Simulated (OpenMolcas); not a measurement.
S2F2: single-point calculation

The run: single-point calculation of S2F2 (Thio-thionyl fluoride), multiplicity 3. Method and program: FCI/STO-3G, ROHF (OpenMolcas 26.06).

The geometry is that of the parent species in another charge or spin state. The geometry comes from this level: PBE0-D4/def2-TZVP.

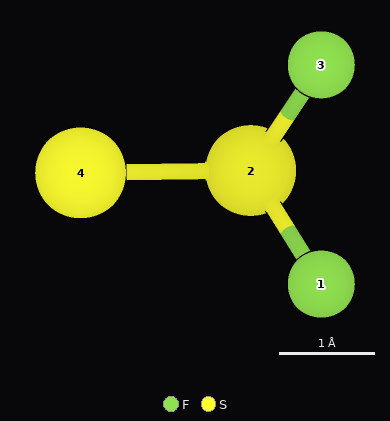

Fig. 1: The structure as given in the input (ball-and-stick view, seen on its broad side; atoms are numbered from 1 in the order of the input). Bond lengths as drawn: F–S 1.61 Å and S–S 1.86 Å.

## The input
```
* F2S2 full CI

&GATEWAY
  BasLib=$CurrDir
  Coord
  4
  angstrom
  F        0.734930       0.336790       1.199050
  S       -0.480890      -0.090070       0.240730
  F        0.313460      -1.382440      -0.286190
  S       -0.567510       1.135710      -1.153590
  Basis=STO-3G
  Group=NoSym

&SEWARD

&RASSCF
  FileOrb=$CurrDir/step1.RasOrb
  Spin=3
  Nactel=26 0 0
  Inactive=12
  Ras2=16
  CIRoot=3 3 1
  OrbListing=Nothing
  OrbAppear=Compact
  CIOnly
```

Run on 1 thread of Intel Xeon (Sapphire Rapids), 64 GiB of memory available, shared host.

Launch command:
```bash
export MOLCAS_MEM=1860
pymolcas step2.input > step2.log
```

## Log
```
--- Start Module: gateway ---

                                              &GATEWAY

                       available to each process: 1.9 GB of memory, 1 thread

 Basis Set     1 Label: F.STO-3G
 Basis set is read from library:.
 basistype.tbl is not found

 Basis Set     2 Label: S.STO-3G
 Basis set is read from library:.
 basistype.tbl is not found

 Basis Set     3 Label: F.STO-3G
 Basis set is read from library:.
 basistype.tbl is not found

 Basis Set     4 Label: S.STO-3G
 Basis set is read from library:.
 basistype.tbl is not found

++    Symmetry information:
      ---------------------

                    Character Table for C1

                             E
                    a        1  x, y, xy, Rz, z, xz, Ry, yz, Rx, I
--

++    Basis set information:
      ----------------------

      Basis set label: F.STO-3G.........

      Electronic valence basis set:
      ------------------
      Associated Effective Charge   9.000000 au
      Associated Actual Charge      9.000000 au
      Nuclear Model: Point charge

      Shell  nPrim  nBasis  Cartesian Spherical Contaminant
         s       6       2        X
         p       3       1        X

      Basis set label: S.STO-3G.........

      Electronic valence basis set:
      ------------------
      Associated Effective Charge  16.000000 au
      Associated Actual Charge     16.000000 au
      Nuclear Model: Point charge

      Shell  nPrim  nBasis  Cartesian Spherical Contaminant
         s       9       3        X
         p       6       2        X

      Basis set label: F.STO-3G.........

      Electronic valence basis set:
      ------------------
      Associated Effective Charge   9.000000 au
      Associated Actual Charge      9.000000 au
      Nuclear Model: Point charge

      Shell  nPrim  nBasis  Cartesian Spherical Contaminant
         s       6       2        X
         p       3       1        X

      Basis set label: S.STO-3G.........

      Electronic valence basis set:
      ------------------
      Associated Effective Charge  16.000000 au
      Associated Actual Charge     16.000000 au
      Nuclear Model: Point charge

      Shell  nPrim  nBasis  Cartesian Spherical Contaminant
         s       9       3        X
         p       6       2        X
--

++    Molecular structure info:
      -------------------------

                    ************************************************
                    **** Cartesian Coordinates / bohr, angstrom ****
                    ************************************************

     Center  Label                x              y              z                     x              y              z
        1      F1               1.388816       0.636441       2.265876              0.734930       0.336790       1.199050
        2      S2              -0.908750      -0.170208       0.454914             -0.480890      -0.090070       0.240730
        3      F3               0.592354      -2.612433      -0.540821              0.313460      -1.382440      -0.286190
        4      S4              -1.072438       2.146181      -2.179969             -0.567510       1.135710      -1.153590

                    ***************************************
                    *    InterNuclear Distances / bohr    *
                    ***************************************

               1 F1            2 S2            3 F3            4 S4
    1 F1       0.000000
    2 S2       3.034647        0.000000
    3 F3       4.366587        3.034677        0.000000
    4 S4       5.301191        3.512130        5.301202        0.000000

                    *******************************************
                    *    InterNuclear Distances / angstrom    *
                    *******************************************

               1 F1            2 S2            3 F3            4 S4
    1 F1       0.000000
    2 S2       1.605866        0.000000
    3 F3       2.310698        1.605882        0.000000
    4 S4       2.805270        1.858539        2.805275        0.000000
--

            Nuclear Potential Energy            240.67104165 au

--- Stop Module: gateway /rc=_RC_ALL_IS_WELL_ ---

--- Start Module: seward ---

                                              &SEWARD

                       available to each process: 1.9 GB of memory, 1 thread

               SEWARD will generate:
                  Multipole Moment integrals up to order  2
                  Kinetic Energy integrals
                  Nuclear Attraction integrals (point charge)
                  One-Electron Hamiltonian integrals
                  Velocity integrals
                  Orbital angular momentum around ( -0.2521   0.2515  -0.2195 )
                  Velocity quadrupole around ( -0.2521   0.2515  -0.2195 )
                  Two-Electron Repulsion integrals

                   Integrals are discarded if absolute value <: 1.00E-14
                   Integral cutoff threshold is set to       <: 1.00E-16

            Nuclear Potential Energy            240.67104165 au

      Basis set specifications :
      Symmetry species         a
      Basis functions           28

--- Stop Module: seward /rc=_RC_ALL_IS_WELL_ ---

--- Start Module: rasscf ---

                                              &RASSCF

                       available to each process: 1.9 GB of memory, 1 thread

      Header of the ONEINT file:
      --------------------------

      OrdInt status: non-squared

      Cartesian coordinates in angstrom:
      -----------------------------------------------------
      No.  Label        X            Y            Z
      -----------------------------------------------------
       1   F1         0.73493000   0.33679000   1.19905000
       2   S2        -0.48089000  -0.09007000   0.24073000
       3   F3         0.31346000  -1.38244000  -0.28619000
       4   S4        -0.56751000   1.13571000  -1.15359000
      -----------------------------------------------------
      Nuclear repulsion energy =  240.67104165

++    Wave function specifications:
      -----------------------------

      Number of closed shell electrons          24
      Number of electrons in active shells      26
      Max number of holes in RAS1 space          0
      Max nr of electrons in RAS3 space          0
      Number of inactive orbitals               12
      Number of active orbitals                 16
      Number of secondary orbitals               0
      Spin quantum number                      1.0
      State symmetry                             1
--

++    Orbital specifications:
      -----------------------

      Symmetry species                           1
                                                 a
      Frozen orbitals                            0
      Inactive orbitals                         12
      Active orbitals                           16
      RAS1 orbitals                              0
      RAS2 orbitals                             16
      RAS3 orbitals                              0
      Secondary orbitals                         0
      Deleted orbitals                           0
      Number of basis functions                 28
--

++    CI expansion specifications:
      ----------------------------

      Number of CSFs                        148512
      Number of determinants                218400
      Number of root(s) required                 3
      Root chosen for geometry opt.              3
      CI roots used                              1     2     3
      weights                                0.333 0.333 0.333
      highest root included in the CI            3
      max. size of the explicit Hamiltonian    200
--

++    Optimization specifications:
      ----------------------------

      RASSCF algorithm: Conventional
      Maximum number of macro iterations       200
      Maximum number of SX iterations          100
      Threshold for RASSCF energy            1.000E-08
      Threshold for max MO rotation          1.000E-01
      Threshold for max BLB element          1.000E-04
      Level shift parameter                  5.000E-01
      Make Quasi-Newton update
--

      The MO-coefficients are taken from the file:
      step1.RasOrb
      Title: RASSCF canonical orbitals for CASPT2

      Total molecular charge    0.00

      ************************************************************************************************************************
      *                                            Wave function control section                                             *
      ************************************************************************************************************************

                                         CASCI only, no orbital optimization will be done.
                                         -------------------------------------------------

          iter iter root      energy       change     param      element    value   shift minimum  type update hh:mm:ss
 Nr of preliminary CI iterations:  23
        1   1    0    0  -982.17287229    0.00E+00   0.00E+00   12  24 1 -7.53E-03*  0.00   0.00    SX    NO    0:06:16

      ************************************************************************************************************************
                                                      Wave function printout:
                       occupation of active orbitals, and spin coupling of open shells (u,d: Spin up or down)
      ************************************************************************************************************************

      Note: transformation to natural orbitals
      has been made, which may change the order of the CSFs.

      printout of CI-coefficients larger than  0.05 for root  1
      energy=    -982.199922
      conf/sym  1111111111111111     Coeff  Weight
             1  222222222222uu00  -0.92552 0.85658
             3  2222222222u22u00  -0.11375 0.01294
             5  22222222u2222u00  -0.06303 0.00397
            17  22222222222u20u0  -0.07431 0.00552
           212  22222222222u200u  -0.10232 0.01047
           220  22222222u222du0u  -0.05563 0.00309
           234  22222222u222ud0u   0.05388 0.00290
           704  22222222u222uu0d   0.05245 0.00275
           927  222222222u22u002   0.05716 0.00327

      printout of CI-coefficients larger than  0.05 for root  2
      energy=    -982.182993
      conf/sym  1111111111111111     Coeff  Weight
             2  22222222222u2u00   0.91555 0.83823
             4  222222222u222u00  -0.10007 0.01001
            16  222222222222u0u0   0.11729 0.01376
            42  22222222u22u2du0  -0.06107 0.00373
           211  222222222222u00u   0.15772 0.02488
           215  22222222u222200u   0.07890 0.00623
           237  22222222u22u2d0u  -0.08111 0.00658
           930  222222222u2u2002  -0.05007 0.00251

      printout of CI-coefficients larger than  0.05 for root  3
      energy=    -982.135702
      conf/sym  1111111111111111     Coeff  Weight
             2  22222222222u2u00  -0.17999 0.03240
             4  222222222u222u00   0.09741 0.00949
             9  22222222u222u200  -0.09802 0.00961
            16  222222222222u0u0   0.73852 0.54541
            22  22222222222uduu0  -0.05676 0.00322
            36  22222222222uudu0   0.09288 0.00863
           211  222222222222u00u   0.50008 0.25008
           213  2222222222u2200u   0.09326 0.00870
           701  22222222222uuu0d  -0.07348 0.00540
           703  222222222u22uu0d  -0.08422 0.00709
          6049  2222u22222222u00  -0.06941 0.00482
          6202  2222u2222222ud0u   0.06376 0.00407
          6602  2222u2222222uu0d   0.06164 0.00380
         21548  222202222222u2u0   0.05517 0.00304

      Natural orbitals and occupation numbers for root  1
      sym 1:   1.999535   1.999609   1.998188   1.995989   1.936828   1.994511   1.992111   1.994445   1.953054   1.995538
               1.968164   1.987927   1.035255   0.986055   0.043258   0.119532

      Natural orbitals and occupation numbers for root  2
      sym 1:   1.999604   1.999576   1.998483   1.997548   1.993379   1.992874   1.993655   1.996265   1.981327   1.961658
               1.971915   1.066994   1.906598   0.948593   0.042459   0.149071

      Natural orbitals and occupation numbers for root  3
      sym 1:   1.999577   1.999581   1.998411   1.996541   1.936544   1.991594   1.994661   1.995211   1.939994   1.989861
               1.967838   1.925366   1.078925   0.183965   0.919665   0.082266

      ************************************************************************************************************************
      *                                                    Final results                                                     *
      ************************************************************************************************************************

++    Final optimization conditions:
      ------------------------------

      Average CI energy                            -982.17287229
      RASSCF energy for state  3                   -982.13570219
      Super-CI energy                                 0.00000000
      RASSCF energy change                            0.00000000
      Max change in MO coefficients               0.000E+00
      Max non-diagonal density matrix element     0.000E+00
      Maximum BLB matrix element                 -7.533E-03
      (orbital pair  12,  24 in symmetry   1)
      Norm of electronic gradient            1.779E-02
--

      Final state energy(ies):
      ------------------------

::    RASSCF root number  1 Total energy:   -982.19992214
::    RASSCF root number  2 Total energy:   -982.18299254
::    RASSCF root number  3 Total energy:   -982.13570219
      Von Neumann Entropy (Root   1) =  1.48875

      Mulliken population analysis for root number:  1
      -----------------------------------------------

++    Molecular charges:
      ------------------

      Mulliken charges per centre
      ---------------------------

                F1      S2      F3      S4
      Total    9.2045 15.5953  9.2045 15.9957

      N-E     -0.2045  0.4047 -0.2045  0.0043

      Total electronic charge=   50.000000

      Total            charge=   -0.000000
--

      Expectation values of various properties for root number:  1
      -----------------------------------------------------------

++    Molecular properties:
      ---------------------

      Charge (e):
                      =   -0.0000
      Dipole Moment (debye):
      Origin of the operator (angstrom)=   -0.1334    0.1331   -0.1162
                   X= -5.8732E-01               Y=  3.1259E-01               Z= -1.9501E-01           Total=  6.9332E-01
      Quadrupole Moment (debye*angstrom):
      Origin of the operator (angstrom)=   -0.1334    0.1331   -0.1162
                  XX= -2.9465E+01              XY=  3.2499E-01              XZ= -1.1366E+00              YY= -3.1841E+01
                  YZ= -4.4368E-01              ZZ= -3.1308E+01
      In traceless form (debye*angstrom)
                  XX=  2.1095E+00              XY=  4.8749E-01              XZ= -1.7050E+00              YY= -1.4543E+00
                  YZ= -6.6552E-01              ZZ= -6.5520E-01
--

      Mulliken spin population analysis for root number:  1
      ---------------------------------------------------

++    Molecular charges:
      ------------------

      Mulliken spin population per centre
      ---------------------------

                F1      S2      F3      S4
      Total    0.2971  0.5231  0.2972  0.8826

      Total electronic spin=    2.000000
--

      Von Neumann Entropy (Root   2) =  1.53849

      Mulliken population analysis for root number:  2
      -----------------------------------------------

++    Molecular charges:
      ------------------

      Mulliken charges per centre
      ---------------------------

                F1      S2      F3      S4
      Total    9.2029 15.6303  9.2029 15.9639

      N-E     -0.2029  0.3697 -0.2029  0.0361

      Total electronic charge=   50.000000

      Total            charge=   -0.000000
--

      Expectation values of various properties for root number:  2
      -----------------------------------------------------------

++    Molecular properties:
      ---------------------

      Charge (e):
                      =   -0.0000
      Dipole Moment (debye):
      Origin of the operator (angstrom)=   -0.1334    0.1331   -0.1162
                   X= -4.6502E-01               Y=  5.6815E-01               Z= -5.2559E-01           Total=  9.0293E-01
      Quadrupole Moment (debye*angstrom):
      Origin of the operator (angstrom)=   -0.1334    0.1331   -0.1162
                  XX= -3.0872E+01              XY=  3.5493E-01              XZ= -3.2014E-01              YY= -3.0884E+01
                  YZ=  2.8212E-01              ZZ= -3.0789E+01
      In traceless form (debye*angstrom)
                  XX= -3.5398E-02              XY=  5.3239E-01              XZ= -4.8021E-01              YY= -5.3572E-02
                  YZ=  4.2318E-01              ZZ=  8.8970E-02
--

      Mulliken spin population analysis for root number:  2
      ---------------------------------------------------

++    Molecular charges:
      ------------------

      Mulliken spin population per centre
      ---------------------------

                F1      S2      F3      S4
      Total    0.3041  0.4357  0.3041  0.9562

      Total electronic spin=    2.000000
--

      Von Neumann Entropy (Root   3) =  1.69013

      Mulliken population analysis for root number:  3
      -----------------------------------------------

++    Molecular charges:
      ------------------

      Mulliken charges per centre
      ---------------------------

                F1      S2      F3      S4
      Total    9.1913 15.5633  9.1913 16.0541

      N-E     -0.1913  0.4367 -0.1913 -0.0541

      Total electronic charge=   50.000000

      Total            charge=   -0.000000
--

      Expectation values of various properties for root number:  3
      -----------------------------------------------------------

++    Molecular properties:
      ---------------------

      Charge (e):
                      =   -0.0000
      Dipole Moment (debye):
      Origin of the operator (angstrom)=   -0.1334    0.1331   -0.1162
                   X= -1.2508E+00               Y= -6.2908E-02               Z=  4.2776E-01           Total=  1.3234E+00
      Quadrupole Moment (debye*angstrom):
      Origin of the operator (angstrom)=   -0.1334    0.1331   -0.1162
                  XX= -2.9237E+01              XY=  7.8803E-01              XZ= -1.4371E+00              YY= -3.1626E+01
                  YZ=  4.0066E-01              ZZ= -3.1143E+01
      In traceless form (debye*angstrom)
                  XX=  2.1476E+00              XY=  1.1820E+00              XZ= -2.1556E+00              YY= -1.4363E+00
                  YZ=  6.0098E-01              ZZ= -7.1131E-01
--

      Mulliken spin population analysis for root number:  3
      ---------------------------------------------------

++    Molecular charges:
      ------------------

      Mulliken spin population per centre
      ---------------------------

                F1      S2      F3      S4
      Total    0.2888  0.3246  0.2887  1.0979

      Total electronic spin=    2.000000
--

      Average orbitals are written to the RASORB file
      Natural orbitals for root   1 are written to the RASORB.1 file
      Natural orbitals for root   2 are written to the RASORB.2 file
      Natural orbitals for root   3 are written to the RASORB.3 file
      Spin density orbitals for root   1 are written to the SPDORB.1 file
      Spin density orbitals for root   2 are written to the SPDORB.2 file
      Spin density orbitals for root   3 are written to the SPDORB.3 file

--- Stop Module: rasscf /rc=_RC_ALL_IS_WELL_ ---
           step2.SpdOrb.1 step2.SpdOrb.2 step2.SpdOrb.3 xmldump
--- Module rasscf spent 6 minutes 53 seconds ---

.##################.
.# Happy landing! #.
.##################.

    Timing: Wall=414.12 User=411.35 System=2.67
```

## Key numbers

| quantity | value |
| --- | --- |
| outcome | converged |
| total energy | −982.199922 hartree |
| basis functions | 28 |
| wall time | 6.9 min |
| peak memory | 0.37 GiB |
